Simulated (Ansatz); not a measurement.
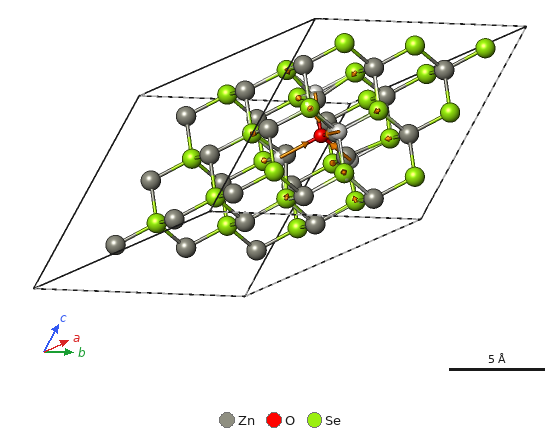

A relaxation of a defect cell of composition Zn27Se26O. The starting structure is drawn faded, the final one solid; orange arrows show the displacements, magnified 5 times.

Style: ball-and-stick. Shown: the cell of the calculation (origin shifted), from a free direction.

The calculation used DFT, PBE, plane-wave PAW, default files, scalar-relativistic in Ansatz. Settings: plane-wave cutoff 420 eV; k-point mesh 2 × 2 × 2; occupations fermi dirac; smearing width 0.01 eV; no spin polarisation; atoms relaxed in a fixed cell; force threshold 0.03 eV/Å; at most 40 steps.

> What did the optimiser do to the structure, and how much energy did it gain?

After 3 accepted moves (4 points after the start) the energy has fallen by 1.300 eV per cell of the calculation. Largest force component: 0.84 eV/Å at the start, 0.026 eV/Å at the end. 1 step only repeated the SCF at the same geometry. The largest moves, 0.35 Å, are those of Zn atoms. Largest moves by element: Zn 0.35 Å, Se 0.08 Å. O stays in place. The lattice vectors keep their values. Near-neighbour distances that change, for instance: O–Zn 2.454 → 2.101 Å, Se–Zn 2.454 → 2.515 Å. Among the angles between lasting bonds that change: Zn–Se–Zn 109.5° → 117.8°, Se–Zn–Se 109.5° → 101.8°, Se–Zn–Se 109.5° → 112.5°. Cost: 4.1 min on 4 threads of Arm Neoverse V1, on a shared host, peak memory 5.8 GiB.
